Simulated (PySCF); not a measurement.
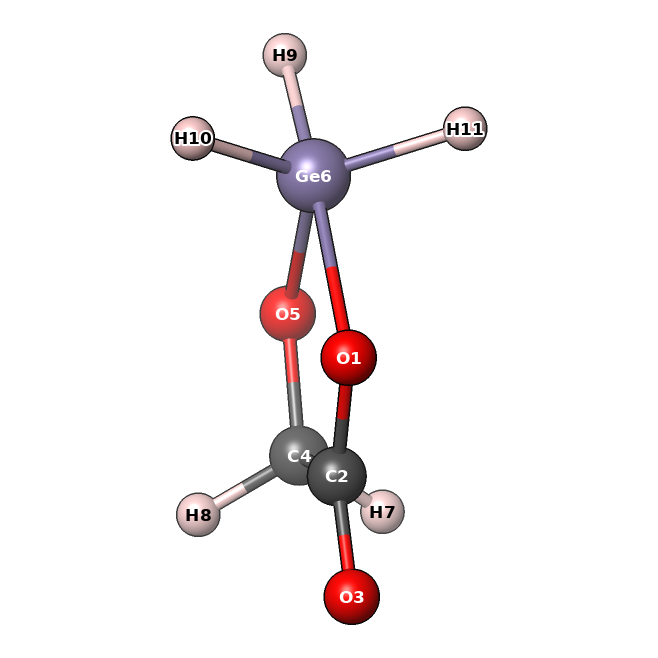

C4 lies behind C2. The molecule seen a little off the C2–C4 bond, C2 in front. Depth is shown by fading: the farther an atom, the more it takes the colour of the background. The species has charge −1 and is a spin singlet. The computed structure is the end point of a PBE0-D3(BJ)/def2-SVP optimisation. No frequency run is at hand to confirm it as a minimum.

### What is the torsion angle O1–C2–C4–O5? The sign is positive where the front bond must turn clockwise to cover the back bond.

1°, synperiplanar (eclipsed).
